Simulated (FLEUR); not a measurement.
# Collinear magnetic orders of Fe2B with FLEUR, part 2 of 2

Wanted: the moments of Fe2B and the energy of each order that was tried.

FLEUR MaX-R8.1; PBEsol; all-electron FLAPW, Dirac cores, scalar-relativistic bands.

So far. Step 2 (Order 1, typed as ferro ++++): After 24 cycles the largest moment stands at 1.93 μB.

The database entry behind the starting cell differs from later determinations by our own check (0.1 to 0.3 % short, probably kX units), so it need not match the best structure at ambient conditions.

### Step 3. Order 2, typed as antiferro ++--

Another pattern of signs weighs the neighbour shells otherwise.

Contents of inp.xml:

```
<?xml version="1.0" encoding="UTF-8" standalone="no"?>
<fleurInput fleurInputVersion="0.39">
   <comment>
      Fe2B
   </comment>
   <calculationSetup>
      <cutoffs Kmax="4.0" Gmax="12.0" GmaxXC="12.0" numbands="0"/>
      <scfLoop itmax="90" minDistance="0.00002" maxIterBroyd="15" imix="Anderson" alpha="0.05" precondParam="0.0" spinf="2.0" sdNocoIR="T"/>
      <coreElectrons ctail="T" frcor="F" kcrel="0" coretail_lmax="0"/>
      <xcFunctional name="PBEs" relativisticCorrections="F"/>
      <magnetism jspins="2"/>
      <soc l_soc="F" theta="0.0" phi="0.0" spav="F"/>
      <expertModes spex="0" secvar="F"/>
      <geometryOptimization l_f="F" forcealpha="1.0" forcemix="BFGS" epsdisp="0.00001" epsforce="0.00001"/>
      <ldaU l_linMix="F" mixParam="0.05" spinf="1.0"/>
   </calculationSetup>
   <cell>
      <bzIntegration valenceElectrons="70.0" mode="hist" fermiSmearingEnergy="0.00183747">
         <kPointListSelection listName="default-1"/>
         <xi:include xmlns:xi="http://www.w3.org/2001/XInclude" href="kpts.xml"> </xi:include>
      </bzIntegration>
      <xi:include xmlns:xi="http://www.w3.org/2001/XInclude" href="sym.xml"> </xi:include>
      <bulkLattice scale="1.0">
         <bravaisMatrix>
            <row-1>   -4.8178567546676998     4.8178567546676998     4.0062193841519997</row-1>
            <row-2>    4.8178567546676998    -4.8178567546676998     4.0062193841519997</row-2>
            <row-3>    4.8178567546676998     4.8178567546676998    -4.0062193841519997</row-3>
         </bravaisMatrix>
      </bulkLattice>
   </cell>
   <atomSpecies>
      <species name="Iron (Fe) 2.801" element="Fe" atomicNumber="26">
         <mtSphere radius="2.05" gridPoints="677" logIncrement="0.018"/>
         <atomicCutoffs lmax="8" lnonsphr="6"/>
         <electronConfig flipSpins="F">
            <coreConfig>(1s1/2) (2s1/2) (2p1/2) (2p3/2)</coreConfig>
            <valenceConfig>(3s1/2) (3p1/2) (3p3/2) (4s1/2) (3d3/2) (3d5/2)</valenceConfig>
            <stateOccupation state="(3d3/2)" spinUp="1.4005" spinDown="0.9995"/>
            <stateOccupation state="(3d5/2)" spinUp="3.0" spinDown="0.6"/>
         </electronConfig>
         <energyParameters s="4" p="4" d="3" f="4"/>
         <lo type="SCLO" l="0" n="3" eDeriv="0"/>
         <lo type="SCLO" l="1" n="3" eDeriv="0"/>
      </species>
      <species name="Iron (Fe) -2.801" element="Fe" atomicNumber="26">
         <mtSphere radius="2.05" gridPoints="677" logIncrement="0.018"/>
         <atomicCutoffs lmax="8" lnonsphr="6"/>
         <electronConfig flipSpins="F">
            <coreConfig>(1s1/2) (2s1/2) (2p1/2) (2p3/2)</coreConfig>
            <valenceConfig>(3s1/2) (3p1/2) (3p3/2) (4s1/2) (3d3/2) (3d5/2)</valenceConfig>
            <stateOccupation state="(3d3/2)" spinUp="0.9995" spinDown="1.4005"/>
            <stateOccupation state="(3d5/2)" spinUp="0.6" spinDown="3.0"/>
         </electronConfig>
         <energyParameters s="4" p="4" d="3" f="4"/>
         <lo type="SCLO" l="0" n="3" eDeriv="0"/>
         <lo type="SCLO" l="1" n="3" eDeriv="0"/>
      </species>
      <species name="Boron (B)" element="B" atomicNumber="5">
         <mtSphere radius="1.95" gridPoints="645" logIncrement="0.016"/>
         <atomicCutoffs lmax="8" lnonsphr="6"/>
         <electronConfig flipSpins="F">
            <coreConfig>(1s1/2)</coreConfig>
            <valenceConfig>(2s1/2) (2p1/2) (2p3/2)</valenceConfig>
            <stateOccupation state="(2p1/2)" spinUp="0.166667" spinDown="0.166667"/>
            <stateOccupation state="(2p3/2)" spinUp="0.333333" spinDown="0.333333"/>
         </electronConfig>
         <energyParameters s="2" p="2" d="3" f="4"/>
      </species>
   </atomSpecies>
   <atomGroups>
      <atomGroup species="Iron (Fe) 2.801">
         <relPos label="                   1">.1670000000 -.3330000000 -.1660000000</relPos>
         <relPos label="                   2">.3330000000 .1670000000 1.000/2.000</relPos>
         <force calculate="T" relaxXYZ="TTT"/>
      </atomGroup>
      <atomGroup species="Iron (Fe) -2.801">
         <relPos label="                   3">-.1670000000 .3330000000 .1660000000</relPos>
         <relPos label="                   4">-.3330000000 -.1670000000 1.000/2.000</relPos>
         <force calculate="T" relaxXYZ="TTT"/>
      </atomGroup>
      <atomGroup species="Boron (B)">
         <relPos label="                   5">-1.000/4.000 -1.000/4.000 .0000000000</relPos>
         <relPos label="                   6">1.000/4.000 1.000/4.000 .0000000000</relPos>
         <force calculate="T" relaxXYZ="TTT"/>
      </atomGroup>
   </atomGroups>
   <output dos="F" band="F" slice="F">
      <bandDOS minEnergy="-.5*Htr" maxEnergy="0.5*Htr" sigma="0.015" storeEVData="T"/>
      <plotting iplot="0" polar="F">
         <plot TwoD="T" vec1="  1.0  0.0  0.0" vec2="  0.0  1.0  0.0" vec3="  0.0  0.0  1.0" zero="  0.0  0.0  0.0" file="plot"/>
      </plotting>
      <moessbauerParams electricFieldGradient="F" isomerShift="F" coreHyperfine="F" valenceHyperfine="F"/>
   </output>
</fleurInput>
```

Contents of crystal.txt:

```
Fe2B
&input film=F cartesian=F /
-2.54950000000  2.54950000000  2.12000000000
2.54950000000  -2.54950000000  2.12000000000
2.54950000000  2.54950000000  -2.12000000000
1.8897261246
1.0 1.0 1.0

6
26 0.16700000000  0.66700000000  0.83400000000 : 2.801
26 0.33300000000  0.16700000000  0.50000000000 : 2.801
26 0.83300000000  0.33300000000  0.16600000000 : -2.801
26 0.66700000000  0.83300000000  0.50000000000 : -2.801
5 0.75000000000  0.75000000000  0.00000000000
5 0.25000000000  0.25000000000  0.00000000000

&kpt div1=8 div2=8 div3=8 gamma=T /
```

Command:

```bash
$ OMP_NUM_THREADS=1 inpgen -f crystal.txt > inpgen.log  # inp.xml is then edited as shown
$ OMP_NUM_THREADS=1 mpirun -n 4 fleur_MPI > fleur.log
```

The program printed:

```text
[banner, memory and clock lines left out]
Welcome to FLEUR        (www.flapw.de)
      MaX-Release 8.1          (www.max-centre.eu)

 ========== k-point set info ==========
 Selected k-point list: default-1
 k-point list type: mesh
 0 x 0 x 0
 Number of k points: 96

 ------------Calculation Setup---------------------------
 Number of PE/node        :            4
 Number of OMP-threads    :            1
 k-points in parallel     :            4
 pe's per k-point         :            1
 No of k-point loops      :           24
 Eigenvalue solver        :       lapack
 Number of basis functions:          457
 Approximate size of matrices (H+S) per k-point:         0.006 GB
Nuclear radius smaller than smallest radial mesh point for atom type 3 -- skipping its core isomer shift
 Iteration:     1   Distance:      22.13662777 me/bohr^3
Nuclear radius smaller than smallest radial mesh point for atom type 3 -- skipping its core isomer shift
 Iteration:     2   Distance:      18.57951360 me/bohr^3
Nuclear radius smaller than smallest radial mesh point for atom type 3 -- skipping its core isomer shift
 Iteration:     3   Distance:      16.18473623 me/bohr^3
Nuclear radius smaller than smallest radial mesh point for atom type 3 -- skipping its core isomer shift
 Iteration:     4   Distance:      15.28114447 me/bohr^3
Nuclear radius smaller than smallest radial mesh point for atom type 3 -- skipping its core isomer shift
 Iteration:     5   Distance:       8.46022130 me/bohr^3
Nuclear radius smaller than smallest radial mesh point for atom type 3 -- skipping its core isomer shift
 Iteration:     6   Distance:       8.11153359 me/bohr^3
Nuclear radius smaller than smallest radial mesh point for atom type 3 -- skipping its core isomer shift
 Iteration:     7   Distance:       5.72858465 me/bohr^3
Nuclear radius smaller than smallest radial mesh point for atom type 3 -- skipping its core isomer shift
 Iteration:     8   Distance:       6.70927878 me/bohr^3
Nuclear radius smaller than smallest radial mesh point for atom type 3 -- skipping its core isomer shift
 Iteration:     9   Distance:       2.75400689 me/bohr^3
Nuclear radius smaller than smallest radial mesh point for atom type 3 -- skipping its core isomer shift
 Iteration:    10   Distance:       2.71994117 me/bohr^3
Nuclear radius smaller than smallest radial mesh point for atom type 3 -- skipping its core isomer shift
[... 43 iterations left out ...]
 Iteration:    54   Distance:       0.00007326 me/bohr^3
Nuclear radius smaller than smallest radial mesh point for atom type 3 -- skipping its core isomer shift
 Iteration:    55   Distance:       0.00006382 me/bohr^3
Nuclear radius smaller than smallest radial mesh point for atom type 3 -- skipping its core isomer shift
 Iteration:    56   Distance:       0.00004765 me/bohr^3
Nuclear radius smaller than smallest radial mesh point for atom type 3 -- skipping its core isomer shift
 Iteration:    57   Distance:       0.00002481 me/bohr^3
Nuclear radius smaller than smallest radial mesh point for atom type 3 -- skipping its core isomer shift
 Iteration:    58   Distance:       0.00002392 me/bohr^3
Nuclear radius smaller than smallest radial mesh point for atom type 3 -- skipping its core isomer shift
 Iteration:    59   Distance:       0.00002440 me/bohr^3
Nuclear radius smaller than smallest radial mesh point for atom type 3 -- skipping its core isomer shift
 Iteration:    60   Distance:       0.00002468 me/bohr^3
Nuclear radius smaller than smallest radial mesh point for atom type 3 -- skipping its core isomer shift
 Iteration:    61   Distance:       0.00002439 me/bohr^3
Nuclear radius smaller than smallest radial mesh point for atom type 3 -- skipping its core isomer shift
 Iteration:    62   Distance:       0.00002368 me/bohr^3
Nuclear radius smaller than smallest radial mesh point for atom type 3 -- skipping its core isomer shift
 Iteration:    63   Distance:       0.00001722 me/bohr^3

 ********************************************************************
 Run finished successfully
 Stop message:
   all done
 ********************************************************************

--- out.xml (last complete iteration) ---
<iteration numberForCurrentRun="   63" overallNumber="   63">
         [... left out ...]
         <bandgap value="0.0000008229" units="eV"/>
         <sumValenceSingleParticleEnergies value="-46.9674580343" units="Htr"/>
         <FermiEnergy value="0.4277614564" units="Htr"/>
         <valenceDensity>
            <mtCharges spin="1">
               <mtCharge atomType="1" total="7.6304836" s="1.1241139" p="3.1237213" d="3.3734025" f="0.0078960"/>
               <mtCharge atomType="2" total="6.6883299" s="1.1174109" p="3.1169320" d="2.4443569" f="0.0081415"/>
               <mtCharge atomType="3" total="1.1964426" s="0.4165555" p="0.7087394" d="0.0576180" f="0.0106381"/>
            </mtCharges>
            <mtCharges spin="2">
               <mtCharge atomType="1" total="6.6883281" s="1.1174109" p="3.1169321" d="2.4443551" f="0.0081415"/>
               <mtCharge atomType="2" total="7.6304821" s="1.1241139" p="3.1237212" d="3.3734010" f="0.0078960"/>
               <mtCharge atomType="3" total="1.1964427" s="0.4165556" p="0.7087395" d="0.0576180" f="0.0106381"/>
            </mtCharges>
            <spinDependentCharge spin="1" total="35.0000031" interstitial="3.9694910" mtSpheres="31.0305121"/>
            <spinDependentCharge spin="2" total="34.9999969" interstitial="3.9694911" mtSpheres="31.0305058"/>
            <totalCharge value="70.0000000000"/>
         </valenceDensity>
         [... left out ...]
         <magneticMomentsInMTSpheres units="muBohr">
            <globalMagMoment atomType="1" vec="0.00000   0.00000   0.94216"/>
            <localMagMoment atomType="1" vec="0.00000   0.00000   0.94216"/>
            <globalMagMoment atomType="2" vec="0.00000   0.00000  -0.94215"/>
            <localMagMoment atomType="2" vec="0.00000   0.00000  -0.94215"/>
            <globalMagMoment atomType="3" vec="0.00000   0.00000   0.00000"/>
            <localMagMoment atomType="3" vec="0.00000   0.00000   0.00000"/>
         </magneticMomentsInMTSpheres>
         [... left out ...]
         <totalEnergy value="    -5136.0647546674" units="Htr">
            <sumOfEigenvalues value="    -2955.0630627354">
               <coreElectrons value="-2908.0956047011"/>
               <valenceElectrons value="-46.9674580343"/>
            </sumOfEigenvalues>
            <densityCoulombPotentialIntegral value="-7862.2028740634"/>
            <densityEffectivePotentialIntegral value="-8159.1354278148"/>
            <chargeDenXCDenIntegral value="-226.7866448642"/>
            <FockExchangeEnergyValence value="0.0000000000"/>
            <FockExchangeEnergyCore value="0.0000000000"/>
         [... left out ...]
            <tkbTimesEntropy value="0.0034117309"/>
            <freeEnergy value="-5136.0681663983"/>
            <extrapolationTo0K value="-5136.0664605328"/>
         </totalEnergy>
         <densityConvergence units="me/bohr^3">
            <chargeDensity spin="1" distance="0.0000101775"/>
            <chargeDensity spin="2" distance="0.0000084676"/>
            <overallChargeDensity distance="0.0000073550"/>
            <spinDensity distance="0.0000172182"/>
         </densityConvergence>
      </iteration>
```

Wall time 6.5 min (4 MPI ranks of Intel Xeon Platinum 8375C at 2.90GHz (Ice Lake), shared host); peak memory 0.46 GiB.

Spin moment in the muffin-tin sphere by atom:

```csv
atom,spin moment in the muffin-tin sphere (μB)
Fe1,0.942
Fe2,0.942
Fe3,-0.942
Fe4,-0.942
B5,0.000
B6,0.000
```

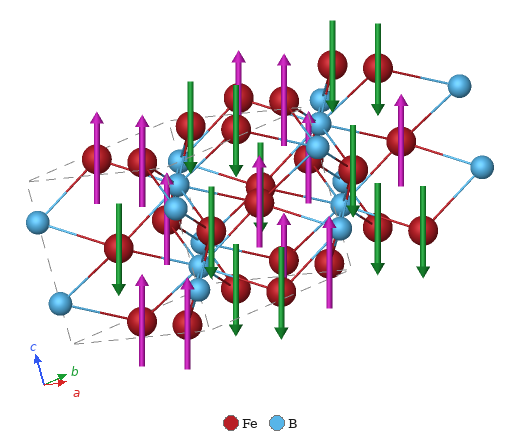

Spin moment in the muffin-tin sphere as arrows, the longest 0.942 μB. Up and down stand for the sign. Arrows give size and sign along the axis of quantisation, drawn up and down the page. The two directions have two colours. 1×2×1 conventional cells are drawn. Some periodic images of atoms are drawn too.

Read from the output:

```yaml
free_energy: -139759.5347 eV
program_s_band_gap_on_this_mesh_in_a_metal_only_a_level_spacing: 8.23e-7 eV
magnetization: 0 μB
final_state: antiferromagnetic
```

It lies 201 meV a seeded atom over the first start, and its largest moment is 0.942 μB against 1.93 μB.

### Step 4. Run 3 (no spin polarisation)

A spinless run gives the zero against which the gain from the moments is read.

inp.xml: that of step 3 with these lines changed.

```diff
@@ -10,3 +10,3 @@
       <xcFunctional name="PBEs" relativisticCorrections="F"/>
-      <magnetism jspins="2"/>
+      <magnetism jspins="1"/>
       <soc l_soc="F" theta="0.0" phi="0.0" spav="F"/>
@@ -31,3 +31,3 @@
    <atomSpecies>
-      <species name="Iron (Fe) 2.801" element="Fe" atomicNumber="26">
+      <species name="Iron (Fe)" element="Fe" atomicNumber="26">
          <mtSphere radius="2.05" gridPoints="677" logIncrement="0.018"/>
@@ -37,17 +37,4 @@
             <valenceConfig>(3s1/2) (3p1/2) (3p3/2) (4s1/2) (3d3/2) (3d5/2)</valenceConfig>
-            <stateOccupation state="(3d3/2)" spinUp="1.4005" spinDown="0.9995"/>
-            <stateOccupation state="(3d5/2)" spinUp="3.0" spinDown="0.6"/>
-         </electronConfig>
-         <energyParameters s="4" p="4" d="3" f="4"/>
-         <lo type="SCLO" l="0" n="3" eDeriv="0"/>
-         <lo type="SCLO" l="1" n="3" eDeriv="0"/>
-      </species>
-      <species name="Iron (Fe) -2.801" element="Fe" atomicNumber="26">
-         <mtSphere radius="2.05" gridPoints="677" logIncrement="0.018"/>
-         <atomicCutoffs lmax="8" lnonsphr="6"/>
-         <electronConfig flipSpins="F">
-            <coreConfig>(1s1/2) (2s1/2) (2p1/2) (2p3/2)</coreConfig>
-            <valenceConfig>(3s1/2) (3p1/2) (3p3/2) (4s1/2) (3d3/2) (3d5/2)</valenceConfig>
-            <stateOccupation state="(3d3/2)" spinUp="0.9995" spinDown="1.4005"/>
-            <stateOccupation state="(3d5/2)" spinUp="0.6" spinDown="3.0"/>
+            <stateOccupation state="(3d3/2)" spinUp="1.200000" spinDown="1.200000"/>
+            <stateOccupation state="(3d5/2)" spinUp="1.800000" spinDown="1.800000"/>
          </electronConfig>
@@ -70,8 +57,5 @@
    <atomGroups>
-      <atomGroup species="Iron (Fe) 2.801">
+      <atomGroup species="Iron (Fe)">
          <relPos label="                   1">.1670000000 -.3330000000 -.1660000000</relPos>
          <relPos label="                   2">.3330000000 .1670000000 1.000/2.000</relPos>
-         <force calculate="T" relaxXYZ="TTT"/>
-      </atomGroup>
-      <atomGroup species="Iron (Fe) -2.801">
          <relPos label="                   3">-.1670000000 .3330000000 .1660000000</relPos>
```

Contents of crystal.txt:

```
Fe2B
&input film=F cartesian=F /
-2.54950000000  2.54950000000  2.12000000000
2.54950000000  -2.54950000000  2.12000000000
2.54950000000  2.54950000000  -2.12000000000
1.8897261246
1.0 1.0 1.0

6
26 0.16700000000  0.66700000000  0.83400000000
26 0.33300000000  0.16700000000  0.50000000000
26 0.83300000000  0.33300000000  0.16600000000
26 0.66700000000  0.83300000000  0.50000000000
5 0.75000000000  0.75000000000  0.00000000000
5 0.25000000000  0.25000000000  0.00000000000

&kpt div1=8 div2=8 div3=8 gamma=T /
```

The program printed:

```text
[banner, memory and clock lines left out]
Welcome to FLEUR        (www.flapw.de)
      MaX-Release 8.1          (www.max-centre.eu)

 ========== k-point set info ==========
 Selected k-point list: default-1
 k-point list type: mesh
 0 x 0 x 0
 Number of k points: 60

 [... set-up left out ...]
 Iteration:     1   Distance:      21.26230667 me/bohr^3
Nuclear radius smaller than smallest radial mesh point for atom type 2 -- skipping its core isomer shift
 Iteration:     2   Distance:      16.95111851 me/bohr^3
[...]
<FermiEnergy value="0.4247790936" units="Htr"/>
         [... left out ...]
         <totalEnergy value="    -5136.0636769683" units="Htr">
            <sumOfEigenvalues value="    -2955.1740284108">
               <coreElectrons value="-2908.1864866140"/>
               <valenceElectrons value="-46.9875417968"/>
            </sumOfEigenvalues>
         [... left out ...]
            <freeEnergy value="-5136.0676319863"/>
            <extrapolationTo0K value="-5136.0656544773"/>
         </totalEnergy>
         <densityConvergence units="me/bohr^3">
            <chargeDensity spin="1" distance="0.0000070285"/>
         </densityConvergence>
      </iteration>
```

It took 25 s on 4 MPI ranks; peak memory 0.25 GiB.

Numbers from this step:

```yaml
free_energy: -139759.5201 eV
program_s_band_gap_on_this_mesh_in_a_metal_only_a_level_spacing: 9.55e-4 eV
final_state: non-magnetic (no spin polarisation)
```

It lies 205 meV a seeded atom over the first start.

### Step 5. Ranking

Free energies are divided by the number of seeded atoms.

Orders:

```csv
start,final state,typed order kept,energy over the lowest (meV a seeded atom),largest sphere moment (μB),net moment (μB a primitive cell),mesh matched,CPU time (s)
ferro ++++,"ferromagnetic, with opposed induced moments",yes,0,1.927,7.374,yes,250.5
antiferro ++--,antiferromagnetic,yes,201.4,0.9422,0,yes,1561
no spin polarisation,non-magnetic,-,205.1,0,0,yes,98.08
```

### Step 6. Outcome

* lowest state found: ferromagnetic (typed ferro ++++)
* largest site spin moment: 1.93 μB
* next finished state: antiferromagnetic, 201 meV a seeded atom higher
* energy gained by spin polarisation: 205 meV a seeded atom

What this shows: The lowest state found is ferromagnetic, reached from the start ferro ++++, with moments up to 1.93 μB. The next finished state costs 201 meV a seeded atom. Only 3 starts were tried; other patterns of signs, canted and longer-period orders were not. With 4 seeded atoms in the first cell, sign patterns within that cell may remain untried. Computed site moments are spin alone, inside the muffin-tin sphere; measured ones also hold the orbital part and what lies outside the sphere, and fluctuations can lower them.

Computed beside measured:

```
        quantity  measured         PBEsol
moment (Fe) (μB)       1.9  1.93 (+1.4 %)
```

Measured values from arxiv:2104.13724 (2021).

**Verdict.** The moment is off by +1.4 %. No cell relaxation is part of this session.

[Logs and program files are shortened in this print: banners, set-up blocks, solver, clock and traceback lines can be left out without a mark of their own.]

[Logs are printed without paths, hosts, clocks, repeated set-up lines and the standing remarks that a program may print on its own settings, such as how far it seeks lower states.]

[Hosts, paths, dates, database ids (printed as entryN), source tags and the programs' standing remarks are cut or masked in the printed files.]

[Where a cell is said to come from a database of computed structures, the database is the Materials Project.]
